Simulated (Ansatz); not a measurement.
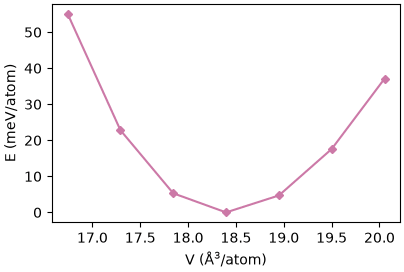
Figure: Ag (β-Sn type, space group No. 141) under volume change, PBEsol (plane waves, PAW; program Ansatz), shape and atoms relaxed at each volume.

What does a third-order Birch–Murnaghan fit give for V₀, B₀ and B′?

V₀ = 18.39 Å³/atom, B₀ = 96.4 GPa, B′ = 5.6.

Space group I4_1/amd (β-Sn type). The start of the workflow was typed in or built on a structure type; neither database checked (COD, Materials Project) lists it. It is not the phase usual at ambient conditions (space group No. 225). The PBEsol relaxation kept the symmetry of its start; its stability against distortions is not shown here. The run is not spin-polarised.

Potentials: the later of the program's two PAW sets.
